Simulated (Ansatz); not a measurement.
WH$_{5}$O$_{3}$F: geometry relaxation (part 2 of 2)

Continued. System: WH$_{5}$O$_{3}$F. Method: RHF/def2-SVP (Ansatz 0.2.0). It belongs to a series of runs on one base structure; here: start relaxed.

Geometry of the input (Å):
```
W  0.0000  0.0000  0.0000
F  0.0000  0.0000  1.8500
O  1.9400  0.0000  0.0000
H  2.2771  -0.9519  -0.0197
H  0.0000  1.7200  0.0000
H  -1.7200  0.0000  0.0000
O  0.0000  -1.9400  0.0000
H  0.3816  -2.2771  0.8723
O  0.0000  0.0000  -1.9400
H  0.5278  0.7924  -2.2771
```

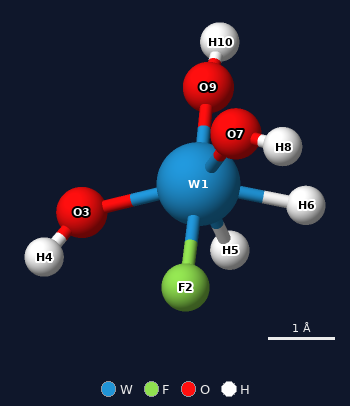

The geometry at step 20 of the log (ball-and-stick view, seen at a tilt; atoms are numbered from 1 in the order of the input).

**Trajectory as extended XYZ, continued**
```
10
Properties=species:S:1:pos:R:3:forces:R:3 step=9 energy=-10696.64458
W     0.2388   -0.2150   -0.0601    0.0089  -0.3175   0.1045
F     0.1116   -0.3950    1.8414    0.0118   0.0323  -0.1122
O     2.0120    0.5082    0.0386    0.2690   0.0027  -0.0450
H     2.7586   -0.0547   -0.1429   -0.2170   0.0562   0.0273
H     0.0369    1.3478    0.4944   -0.1076  -0.0259  -0.0438
H    -1.3130    0.4058   -0.0879    0.0211   0.0497   0.0257
O    -0.2339   -2.0407    0.1151    0.0098   0.1167  -0.0230
H    -0.5415   -2.4920    0.8901   -0.0090   0.0328  -0.0440
O     0.1664   -0.1114   -1.9004    0.0557   0.2481  -0.0069
H     0.1705    0.3905   -2.7029   -0.0426  -0.1951   0.1173
10
Properties=species:S:1:pos:R:3:forces:R:3 step=10 energy=-10696.63103 accepted=F
W     0.2977   -0.2101   -0.0420   -0.9428   0.5634  -0.0441
F     0.1749   -0.3669    1.8497    0.0983  -0.0155  -0.0853
O     2.0471    0.5710    0.0646    0.0670  -0.1112   0.0585
H     2.6756   -0.1185   -0.1071    0.4789   0.0919   0.0009
H    -0.0120    1.3537    0.4250    0.1600   0.2027   0.0513
H    -1.2798    0.3559   -0.0290    0.1315  -0.2336   0.0227
O    -0.2098   -2.0196    0.0928    0.0621  -0.3016  -0.1119
H    -0.6012   -2.4855    0.8114   -0.1632  -0.1952   0.1974
O     0.1897   -0.0500   -1.8615    0.1992  -0.1735   0.4616
H     0.1243    0.3133   -2.7184   -0.0909   0.1726  -0.5511
10
Properties=species:S:1:pos:R:3:forces:R:3 step=11 energy=-10696.66450
W     0.2590   -0.2125   -0.0503   -0.1226  -0.0333   0.0122
F     0.1408   -0.3932    1.8446    0.0265   0.0124  -0.0588
O     2.0287    0.5294    0.0528    0.0502   0.0545   0.0367
H     2.7459   -0.0624   -0.1362    0.0557  -0.0171  -0.0014
H     0.0155    1.3498    0.4808   -0.0079   0.0405  -0.0230
H    -1.3044    0.3828   -0.0686    0.0436  -0.0338   0.0232
O    -0.2345   -2.0319    0.1037   -0.0087  -0.0263  -0.0156
H    -0.5767   -2.4831    0.8626   -0.0325  -0.0242  -0.0048
O     0.1882   -0.0831   -1.8816    0.0171   0.1981  -0.1100
H     0.1441    0.3476   -2.7223   -0.0215  -0.1707   0.1416
10
Properties=species:S:1:pos:R:3:forces:R:3 step=12 energy=-10696.68524
W     0.2867   -0.2069   -0.0424   -0.2413   0.0378   0.1695
F     0.1970   -0.3766    1.8477    0.0405  -0.0251  -0.0995
O     2.0515    0.5596    0.0757    0.0316  -0.0415   0.0105
H     2.7625   -0.0436   -0.1037    0.0835   0.0377   0.0171
H     0.0080    1.3629    0.4464    0.0191   0.0340  -0.0784
H    -1.2978    0.3326   -0.0220    0.0709  -0.0609   0.0196
O    -0.2497   -2.0214    0.0880   -0.0151  -0.0655   0.0509
H    -0.6558   -2.4946    0.8025    0.0169   0.0733  -0.0994
O     0.2023   -0.0488   -1.8633   -0.0050   0.1344  -0.1517
H     0.1017    0.2802   -2.7434   -0.0009  -0.1242   0.1614
10
Properties=species:S:1:pos:R:3:forces:R:3 step=13 energy=-10696.69460
W     0.3194   -0.1982   -0.0268   -0.1992   0.1828   0.1832
F     0.2809   -0.3669    1.8518    0.0109  -0.0063  -0.0278
O     2.0829    0.5917    0.1093   -0.0443  -0.1294  -0.0437
H     2.8027   -0.0083   -0.0468    0.0655   0.0810   0.0364
H    -0.0037    1.3909    0.3722    0.0243  -0.0444  -0.0307
H    -1.2907    0.2618    0.0500    0.1141  -0.0636   0.0513
O    -0.2629   -2.0073    0.0627   -0.3056  -0.3249   0.3869
H    -0.7716   -2.4985    0.7079    0.3260   0.3848  -0.4801
O     0.2117   -0.0053   -1.8343   -0.1808   0.1452  -1.1988
H     0.0380    0.1834   -2.7605    0.1892  -0.2253   1.1234
10
Properties=species:S:1:pos:R:3:forces:R:3 step=14 energy=-10696.71392
W     0.3379   -0.1947   -0.0399    0.1626  -0.0039   0.0616
F     0.3989   -0.3396    1.8307    0.0038  -0.1293   0.0764
O     2.0904    0.6144    0.0618    0.6736  -0.4747   0.0036
H     2.8561    0.0384    0.1402   -0.5498   0.4844  -0.0399
H    -0.0170    1.3982    0.3054   -0.0505  -0.0283  -0.1458
H    -1.2759    0.1976    0.1841    0.0018  -0.1009  -0.1531
O    -0.2511   -2.0069    0.0282   -0.2558   0.1516   0.2192
H    -0.8942   -2.4407    0.5725    0.1352  -0.0275  -0.1108
O     0.1896   -0.0439   -1.8516   -0.0653   0.0865   0.5029
H    -0.0282    0.1207   -2.7460   -0.0557   0.0422  -0.4143
10
Properties=species:S:1:pos:R:3:forces:R:3 step=15 energy=-10696.72836
W     0.3611   -0.1914   -0.0221   -0.3903  -0.2187  -0.1384
F     0.4194   -0.3581    1.8476    0.0086   0.0893  -0.0249
O     2.1174    0.6139    0.0721    0.4896  -0.3499  -0.0274
H     2.8907    0.0534    0.1437   -0.4100   0.3889   0.0085
H    -0.0317    1.4073    0.2518   -0.0089  -0.1001   0.0616
H    -1.2771    0.1374    0.1416    0.1136   0.1046   0.1024
O    -0.2701   -1.9886    0.0434   -0.0788  -0.0066   0.1027
H    -0.9287   -2.4350    0.5610    0.1769   0.1371  -0.1780
O     0.1806   -0.0176   -1.8281    0.1503  -0.0758   0.2892
H    -0.0551    0.1220   -2.7254   -0.0508   0.0312  -0.1958
10
Properties=species:S:1:pos:R:3:forces:R:3 step=16 energy=-10696.73963
W     0.3529   -0.1979   -0.0224   -0.0588   0.0589  -0.0010
F     0.4085   -0.3512    1.8487    0.0155   0.0046  -0.0113
O     2.1136    0.6073    0.0649    0.0785  -0.1054  -0.0334
H     2.8932    0.0694    0.1297   -0.0708   0.1024   0.0380
H    -0.0356    1.3944    0.2751    0.0357  -0.0282   0.0009
H    -1.2719    0.1686    0.1551    0.0235  -0.0329   0.0143
O    -0.2723   -1.9919    0.0397   -0.0545  -0.0131   0.0665
H    -0.9269   -2.4418    0.5531    0.0353   0.0161  -0.0630
O     0.1886   -0.0250   -1.8277   -0.0282   0.0029  -0.0591
H    -0.0436    0.1115   -2.7306    0.0239  -0.0053   0.0482
10
Properties=species:S:1:pos:R:3:forces:R:3 step=17 energy=-10696.75346
W     0.3518   -0.1993   -0.0271    0.2405  -0.2148   0.0053
F     0.4570   -0.3458    1.8393    0.0713   0.0589   0.0640
O     2.1225    0.5883    0.0137   -0.3011   0.0618  -0.1720
H     2.9191    0.1348    0.2250    0.2742  -0.1214   0.1763
H    -0.0183    1.3914    0.2640   -0.0930   0.0602  -0.0238
H    -1.2638    0.1559    0.1901   -0.1441   0.0336   0.0082
O    -0.2847   -1.9847    0.0560    0.0854   0.0605  -0.1421
H    -0.9793   -2.4493    0.4911   -0.0958  -0.0233   0.0800
O     0.1642   -0.0445   -1.8320   -0.0591   0.0890   0.0191
H    -0.0620    0.0966   -2.7346    0.0217  -0.0045  -0.0151
10
Properties=species:S:1:pos:R:3:forces:R:3 step=18 energy=-10696.75655
W     0.3695   -0.2109   -0.0422   -0.2307   0.3342  -0.1302
F     0.5415   -0.3297    1.8218    0.0304  -0.0499   0.0242
O     2.1440    0.5711   -0.0320    1.6132  -1.0531   0.6167
H     2.9376    0.1707    0.3827   -1.5712   0.9011  -0.6582
H    -0.0358    1.3808    0.2174    0.0283  -0.0595  -0.0133
H    -1.2512    0.1321    0.2253    0.0020  -0.0820   0.0383
O    -0.2936   -1.9859    0.0351   -0.2930  -0.3251   0.2877
H    -1.0240   -2.4289    0.4560    0.3709   0.2697  -0.2245
O     0.1383   -0.0400   -1.8403    0.0003   0.0553  -0.0140
H    -0.1199    0.0842   -2.7383    0.0497   0.0093   0.0733
10
Properties=species:S:1:pos:R:3:forces:R:3 step=19 energy=-10696.90807
W     0.3508   -0.2228   -0.0626    0.7495  -0.1475   0.4429
F     0.5832   -0.3135    1.8303    0.0479   0.1615  -0.8424
O     2.1841    0.4176   -0.1531    0.5217  -0.7054   0.7492
H     2.8867    0.3125    0.4973   -0.8358   0.4366  -0.5605
H     0.0021    1.3725    0.2480   -0.1153  -0.0105  -0.0555
H    -1.2573    0.1156    0.2142   -0.3330   0.0818   0.1747
O    -0.2832   -1.9962    0.0906    0.0011   0.0825  -0.2668
H    -1.0503   -2.4279    0.4281   -0.0291  -0.0085   0.1394
O     0.1029   -0.0443   -1.8545   -0.0149   0.0718   0.3330
H    -0.1123    0.1298   -2.7527    0.0079   0.0377  -0.1141
10
Properties=species:S:1:pos:R:3:forces:R:3 step=20 energy=-10696.99787
W     0.3569   -0.2397   -0.1071    0.4077  -0.0110   0.1428
F     0.6620   -0.3829    1.7560   -0.0682   0.1871  -0.1569
O     2.1876    0.3824   -0.1358    0.4440  -0.5599   0.4916
H     2.8103    0.3696    0.5926   -0.5825   0.3309  -0.5088
H     0.0012    1.3531    0.2053   -0.0502   0.0025   0.0270
H    -1.2481    0.0855    0.2452   -0.1274   0.1153   0.1826
O    -0.3250   -1.9952    0.0526    0.0251  -0.1468  -0.1797
H    -1.0368   -2.3630    0.5516    0.0028  -0.0186  -0.0024
O     0.1071   -0.0353   -1.8918   -0.0808   0.0823   0.1756
H    -0.1087    0.1689   -2.7831    0.0295   0.0181  -0.1718
10
Properties=species:S:1:pos:R:3:forces:R:3 step=21 energy=-10696.85150 accepted=F
W     0.3589   -0.2553   -0.1156    0.4875  -0.5257  -0.1871
F     0.6591   -0.3559    1.7541   -0.0258   0.1395  -0.2105
O     2.2400    0.2029   -0.1923    1.5923   1.3507   3.8861
H     2.7596    0.5336    0.6522   -2.0414  -1.2887  -3.6082
H     0.0282    1.3397    0.2154    0.1001   0.1475  -0.0462
H    -1.2357    0.0988    0.2781   -0.0594   0.1438   0.1864
O    -0.3391   -2.0061    0.0336    0.1900   0.0648  -0.1876
H    -1.0384   -2.3731    0.5440   -0.1833  -0.1213   0.1164
O     0.0822   -0.0317   -1.8939   -0.1020   0.0966   0.0066
H    -0.1083    0.1905   -2.7901    0.0419  -0.0074   0.0441
10
Properties=species:S:1:pos:R:3:forces:R:3 step=22 energy=-10697.06004
W     0.3449   -0.2495   -0.1338    0.6403   0.4394  -0.1478
F     0.6593   -0.3616    1.7259   -0.1692   0.0099   0.1983
O     2.1865    0.2967   -0.1216    0.4284  -0.3819   0.3875
H     2.7394    0.3991    0.6530   -0.4646   0.2126  -0.5576
H     0.0384    1.3542    0.1852   -0.0451   0.0623   0.0004
H    -1.2285    0.1439    0.2881   -0.1353  -0.1035   0.1311
O    -0.3209   -2.0044    0.0234   -0.3264  -0.3720   0.1603
H    -0.9722   -2.3956    0.5903    0.1269   0.0387  -0.1682
O     0.0795   -0.0276   -1.9155   -0.0853   0.0774   0.0693
H    -0.1199    0.1881   -2.8093    0.0303   0.0171  -0.0732
10
Properties=species:S:1:pos:R:3:forces:R:3 step=23 energy=-10697.11880
W     0.3596   -0.2451   -0.1276   -0.1794  -0.3913  -0.2092
F     0.6342   -0.3178    1.7426    0.0281   0.0852   0.1009
O     2.2158    0.2017   -0.1325    0.2063   0.0412   0.5948
H     2.7068    0.4605    0.6435   -0.1260   0.0420  -0.4764
H     0.0544    1.3660    0.1547    0.0327   0.1274   0.0192
H    -1.2140    0.1368    0.3329    0.0278   0.0254   0.0539
O    -0.3193   -2.0049    0.0322   -0.0472  -0.0878  -0.0543
H    -0.9814   -2.4413    0.5489    0.0736   0.1389  -0.0794
O     0.0680   -0.0153   -1.9060   -0.0113  -0.0128   0.0465
H    -0.1175    0.2029   -2.8032   -0.0045   0.0320   0.0041
10
Properties=species:S:1:pos:R:3:forces:R:3 step=24 energy=-10697.14807
W     0.3588   -0.2702   -0.0987    0.2118  -0.1391  -0.1470
F     0.6322   -0.3519    1.7711   -0.1479   0.0651  -0.0338
O     2.2157    0.1783   -0.1146    0.0784   0.1435   0.3624
H     2.7401    0.5854    0.5674   -0.1720  -0.0918  -0.3390
H     0.0797    1.3564    0.1579    0.0476   0.0185   0.0836
H    -1.2162    0.1520    0.3188    0.0615  -0.0473   0.1013
O    -0.3463   -2.0254    0.0214   -0.0649   0.0254   0.0465
H    -1.0372   -2.4458    0.5100    0.0194   0.0328  -0.0404
O     0.0805   -0.0337   -1.8766   -0.0426  -0.0309  -0.0561
H    -0.1009    0.1984   -2.7713    0.0086   0.0238   0.0225
10
Properties=species:S:1:pos:R:3:forces:R:3 step=25 energy=-10697.15555
W     0.4036   -0.3301   -0.1023   -0.2986   0.3132   0.4190
F     0.6077   -0.4058    1.7752   -0.0158  -0.0129   0.0198
O     2.2365    0.1934   -0.0738    0.0805  -0.0218   0.0051
H     2.7296    0.7712    0.4941   -0.1202  -0.1368  -0.1635
H     0.1471    1.2916    0.1815    0.0111  -0.0409  -0.0187
H    -1.1523    0.1093    0.3196    0.0801   0.0310  -0.0513
O    -0.3953   -2.0491    0.0309    0.0435  -0.0955  -0.0696
H    -1.1520   -2.3864    0.4867    0.1182   0.0159  -0.0420
O     0.0827   -0.0625   -1.8723    0.1351  -0.0835  -0.1313
H    -0.1009    0.2118   -2.7541   -0.0340   0.0312   0.0323
10
Properties=species:S:1:pos:R:3:forces:R:3 step=26 energy=-10697.16897
W     0.3751   -0.3025   -0.0875    0.1644  -0.0866  -0.0042
F     0.5773   -0.3714    1.7896    0.0453  -0.0431  -0.0312
O     2.2206    0.1692   -0.0984    0.0453   0.0952   0.2482
H     2.7427    0.7151    0.4751   -0.0931  -0.1087  -0.1735
H     0.1310    1.3213    0.1985   -0.0070   0.0616  -0.0390
H    -1.1766    0.1425    0.3388   -0.0881   0.0114  -0.0671
O    -0.3714   -2.0455    0.0162   -0.0885   0.0366   0.0829
H    -1.1022   -2.4290    0.4773    0.0814  -0.0004  -0.0417
O     0.0943   -0.0582   -1.8685   -0.0511   0.0150   0.0045
H    -0.0845    0.2017   -2.7557   -0.0086   0.0191   0.0210
10
Properties=species:S:1:pos:R:3:forces:R:3 step=27 energy=-10697.16810 accepted=F
W     0.3763   -0.3065   -0.0697   -0.0955   0.2750   0.1262
F     0.4936   -0.3429    1.8170    0.0425  -0.0293  -0.1052
O     2.2180    0.1275   -0.0503   -0.0998  -0.2184  -0.1644
H     2.7962    0.7261    0.3839    0.1645   0.2364   0.1736
H     0.1577    1.3320    0.2155    0.0347  -0.0830  -0.1141
H    -1.1918    0.1765    0.2770    0.0426  -0.0498  -0.0911
O    -0.3504   -2.0429    0.0494   -0.1120  -0.2086  -0.0889
H    -1.0765   -2.4988    0.4454    0.0380   0.0697   0.0430
O     0.1107   -0.0627   -1.8616    0.0074  -0.0227   0.2795
H    -0.1273    0.2352   -2.7210   -0.0225   0.0306  -0.0586
10
Properties=species:S:1:pos:R:3:forces:R:3 step=28 energy=-10697.17617
W     0.3782   -0.3073   -0.0750    0.0409  -0.0643  -0.0644
F     0.5535   -0.3791    1.8034   -0.0384   0.0302  -0.0417
O     2.2209    0.1505   -0.0701    0.0416   0.0306   0.0332
H     2.7655    0.7359    0.4335   -0.0197  -0.0109  -0.0324
H     0.1479    1.3255    0.1876   -0.0127   0.0138   0.0408
H    -1.1883    0.1481    0.2928   -0.0070   0.0382   0.0237
O    -0.3712   -2.0451    0.0301    0.0760   0.0301  -0.0714
H    -1.0959   -2.4514    0.4741   -0.0846  -0.0493   0.0631
O     0.0996   -0.0577   -1.8577    0.0065  -0.0233   0.0109
H    -0.1035    0.2240   -2.7332   -0.0026   0.0049   0.0383
10
Properties=species:S:1:pos:R:3:forces:R:3 step=29 energy=-10697.17862
W     0.3821   -0.3151   -0.0747    0.0386  -0.0382   0.0166
F     0.5173   -0.3925    1.8044   -0.0071   0.0109   0.0257
O     2.2254    0.1400   -0.0559   -0.0035   0.0042   0.0039
H     2.7665    0.7633    0.4025   -0.0039  -0.0026  -0.0022
H     0.1677    1.3185    0.2042    0.0047   0.0058   0.0095
H    -1.1821    0.1656    0.2671   -0.0031   0.0031  -0.0086
O    -0.3770   -2.0513    0.0215   -0.0127  -0.0063   0.0160
H    -1.0877   -2.4572    0.4923    0.0093  -0.0005  -0.0069
O     0.1143   -0.0608   -1.8564   -0.0217   0.0269  -0.0548
H    -0.1201    0.2329   -2.7196   -0.0006  -0.0035   0.0008
10
Properties=species:S:1:pos:R:3:forces:R:3 step=30 energy=-10697.17900
W     0.3854   -0.3176   -0.0748    0.0110  -0.0147  -0.0390
F     0.5033   -0.3893    1.8066   -0.0029   0.0002  -0.0056
O     2.2285    0.1348   -0.0493   -0.0046   0.0019   0.0053
H     2.7684    0.7663    0.3991   -0.0015  -0.0022  -0.0023
H     0.1769    1.3154    0.2082    0.0014   0.0111   0.0052
H    -1.1787    0.1704    0.2511   -0.0123   0.0035   0.0066
O    -0.3742   -2.0538    0.0233   -0.0008   0.0082   0.0027
H    -1.0830   -2.4619    0.4948    0.0035  -0.0012  -0.0002
O     0.1173   -0.0569   -1.8579    0.0082  -0.0081   0.0266
H    -0.1375    0.2358   -2.7157   -0.0021   0.0012   0.0007
10
Properties=species:S:1:pos:R:3:forces:R:3 step=31 energy=-10697.17905
W     0.3850   -0.3167   -0.0763   -0.0017   0.0023  -0.0114
F     0.4990   -0.3903    1.8051    0.0002  -0.0010   0.0082
O     2.2282    0.1337   -0.0478   -0.0002  -0.0050  -0.0001
H     2.7694    0.7639    0.4008   -0.0034   0.0013  -0.0005
H     0.1794    1.3170    0.2095    0.0010   0.0005   0.0012
H    -1.1794    0.1736    0.2485   -0.0011   0.0005  -0.0001
O    -0.3747   -2.0526    0.0213    0.0064  -0.0022   0.0006
H    -1.0769   -2.4646    0.4992   -0.0015   0.0034  -0.0001
O     0.1183   -0.0556   -1.8590    0.0009   0.0002   0.0031
H    -0.1418    0.2349   -2.7158   -0.0007   0.0001  -0.0008
```

**Results in brief**

```csv
quantity,value
outcome,converged
total energy,−10697.1791 eV
mean-field energy,−10697.1791 eV
largest force (length of the vector) at the end,0.012 eV/Å
hardware,"2 threads of Arm Neoverse V2, 24 GiB of memory available, shared host"
wall time,56 s (CPU time 1.8 min)
peak memory,0.24 GiB
```
